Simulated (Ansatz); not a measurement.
# AlNH2F (SMILES [NH2][Al][F]): USVWN5/STO-3G

Aim: the energy change on altering one bond length of AlNH2F at USVWN5/STO-3G, from 2 runs. 

The results are computed with Ansatz 0.2.0.

62 further runs of the same task are left out: 3 that didn't finish, 59 set aside as unsound or not needed.

**1. The molecule**

AlNH2F has 5 atoms, charge 0, and is taken as a doublet. SMILES: `[NH2][Al][F]`. The shape is that of a PBE0-D4/def2-TZVP optimisation. This is one conformer, not always the lowest.

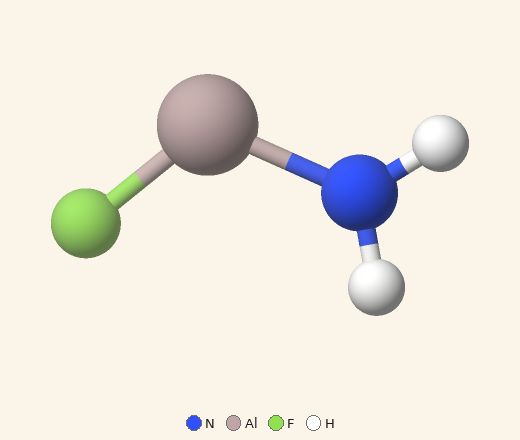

Viewed from a chosen angle; nitrogen blue, aluminium light grey, fluorine green, hydrogen white.

**2. The energy at USVWN5/STO-3G**

Input file input.yaml:

```yaml
crystal:
  periodic: [false, false, false]
  atoms:
    - symbol: "N"
      position_ang: [-0.384700, 0.499000, -0.263800]
    - symbol: Al
      position_ang: [0.632000, -0.282800, 0.949500]
    - symbol: F
      position_ang: [1.228700, -1.786800, 0.590000]
    - symbol: H
      position_ang: [-0.804300, 1.408300, -0.162700]
    - symbol: H
      position_ang: [-0.621700, 0.088600, -1.154400]
basis:
  gaussian:
    orbitals: STO-3G
magnetization:
  spin_polarized: true
  initial_magnetization: 1
hamiltonian:
  xc: {name: SVWN5}
accuracy: high
```

Run with:

```bash
$ ansatz run input.yaml --threads 1 --pin off --max-ram 2610MiB --events-out events.jsonl --progress --plain --runs-dir runs
```

The log of the run:

```text
Warning: RAYON_NUM_THREADS=1 ignored (pool sized by the plan → 1); use --threads N
Functional definition: SVWN5
  name "SVWN5"
  exchange = slater_x
  correlation = vwn5_c
378 factors; integrals over basis functions are off by at most 3.4e-8 eV
mean field evaluation 1: about -10634.1489 eV, gradient 2.1e1 eV
mean field evaluation 2: about -10609.1993 eV, gradient 6.0e1 eV
mean field evaluation 4: about -10637.0420 eV, gradient 5.4e0 eV
mean field evaluation 8: about -10637.2288 eV, gradient 5.9e-2 eV
mean field evaluation 16: about -10637.2288 eV, gradient 1.5e-7 eV
mean field -10637.22882682 eV, -390.9109492129 hartree, gradient 1.9e-8 eV, S^2 0.751292; 0 other end points of the search recorded, 0 dependent functions left out
reference -10637.22882863 eV, -390.9109492795 hartree; 16, 15 occupied and 5, 6 virtual orbitals, 378 factors
Total energy: -10637.22882863 eV, -390.9109492795 hartree
```

Wall time 1.2 s (1 thread of Arm Neoverse V1, shared host); peak memory 0.11 GiB.

**3. The distorted shape, same level**

Input file in.yaml:

```yaml
crystal:
  periodic: [false, false, false]
  atoms:
    - {symbol: N, position_ang: [-0.325439, 0.601618, -0.041110]}
    - {symbol: Al, position_ang: [0.691261, -0.180182, 1.172190]}
    - {symbol: F, position_ang: [1.287961, -1.684182, 0.812690]}
    - {symbol: H, position_ang: [-0.745039, 1.510918, 0.059990]}
    - {symbol: H, position_ang: [-0.621700, 0.088600, -1.154400]}
basis:
  gaussian:
    orbitals: STO-3G
magnetization:
  spin_polarized: true
  initial_magnetization: 1
hamiltonian:
  xc: {name: SVWN5}
accuracy: high
```

Run with:

```bash
$ ansatz run in.yaml --threads 1 --pin off --max-ram 2610MiB --events-out events.jsonl --progress --plain --runs-dir runs
```

The log of the run:

```text
Warning: RAYON_NUM_THREADS=1 ignored (pool sized by the plan → 1); use --threads N
[... 4 set-up lines as earlier in the session ...]
378 factors; integrals over basis functions are off by at most 4.4e-8 eV
mean field evaluation 1: about -10633.1667 eV, gradient 2.2e1 eV
mean field evaluation 2: about -10603.8986 eV, gradient 6.5e1 eV
mean field evaluation 4: about -10636.3390 eV, gradient 5.2e0 eV
mean field evaluation 8: about -10636.5055 eV, gradient 8.3e-2 eV
mean field evaluation 16: about -10636.5055 eV, gradient 1.0e-6 eV
mean field -10636.50553866 eV, -390.8843688634 hartree, gradient 1.1e-8 eV, S^2 0.751477; 0 other end points of the search recorded, 0 dependent functions left out
reference -10636.50554049 eV, -390.8843689305 hartree; 16, 15 occupied and 5, 6 virtual orbitals, 378 factors
Total energy: -10636.50554049 eV, -390.8843689305 hartree
```

Run time: 1.2 s. Hardware: 1 thread of Arm Neoverse V1, shared host; peak memory 0.11 GiB.

**4. Summary of results**

Level: USVWN5/STO-3G.

| quantity | value |
| --- | --- |
| first shape: total energy | -390.91095 Eh |
| first shape: ⟨S²⟩ | 0.751 |
| distorted shape: total energy | -390.88437 Eh |
| distorted shape: ⟨S²⟩ | 0.751 |
| energy change with the N1–H5 bond stretched from 1.009 to 1.261 Å | 0.723 eV |

In words: With the N1–H5 bond stretched from 1.009 to 1.261 Å the energy rises by 0.72 eV (16.7 kcal/mol). The first shape isn't relaxed at this level, so the change isn't measured from a minimum. The minimal basis adds a large error of its own.
